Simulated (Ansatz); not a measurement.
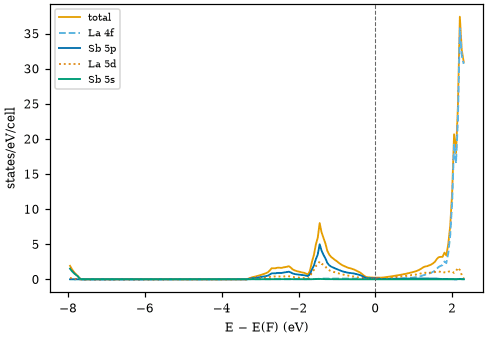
Fig. 1. Total and projected density of states of LaSb (rock salt, Fm-3m), LDA (plane waves, PAW; program Ansatz)

Q: Which orbitals carry the states next to the Fermi level?

A: Within 0.5 eV of the Fermi level: Sb 5p 48 %, La 5d 36 %, La 4f 13 %. Projections are on Löwdin-orthogonalised atomic valence shells; empty p or d shells of many metals are not among them.

Q: Where is the tallest occupied peak in this window, and what makes it?

A: Near -1.4 eV, about 8.0 states/eV per cell; the largest projected share is Sb 5p.

The workflow started from a Materials Project entry (that database holds measured and hypothetical structures alike); the Crystallography Open Database files this formula in space group No. 225, but the cells were not matched. Whether it is the stable phase at ambient conditions was not checked. Symmetry was held in the LDA relaxation; of distortions, only those at the zone centre were tested. Spin–orbit coupling is left out wherever it is not named.

Potentials: the later of the program's two PAW sets.
